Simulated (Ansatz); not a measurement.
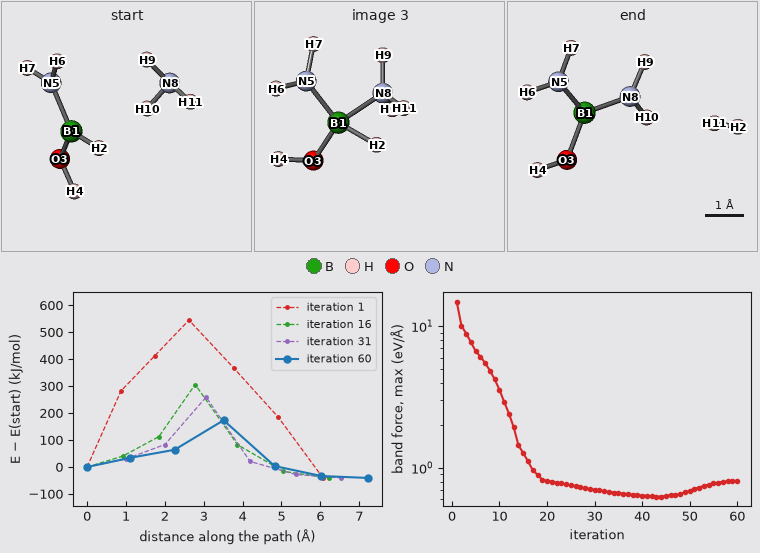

A search for the minimum-energy path of BN2H7O, made up at the start of BNH₄O and NH$_{3}$ by the nudged elastic band. Images are numbered from 0 (start) to 6 (end). The plot follows the band through its iterations. A ball-and-stick model, seen at a tilt.

These are results of RHF/def2-SVP (Ansatz), not measurements. Settings: 5 movable images; climbing image; force threshold 0.05 eV/Å; iteration limit 60; optimiser FIRE; largest step 0.02 Å; starting path through a guess of the saddle point.

Judge this run.

Answer. The result isn't final. The band hadn't converged when the run stopped after 60 iterations. The largest component of the band force went from 15 to 0.81 eV/Å. The barrier read from it is provisional: over the last two iterations the highest image moved from 182.2 kJ/mol to 173.5 kJ/mol. The step length is far from the usual. The first iteration put the highest image at 544.8 kJ/mol. Forward barrier 173.5 kJ/mol, backward barrier 214.0 kJ/mol, with image 3 at the top; the reaction energy is −40.5 kJ/mol.

Limits of the set-up: the start holds two separate molecules, 3.0 Å apart at their closest, whose relative position is a soft coordinate and is computed without a dispersion correction; Hartree-Fock leaves out electron correlation.

Cost: 5.3 min on 1 thread of Arm Neoverse V2, on a shared host, peak memory 0.16 GiB.
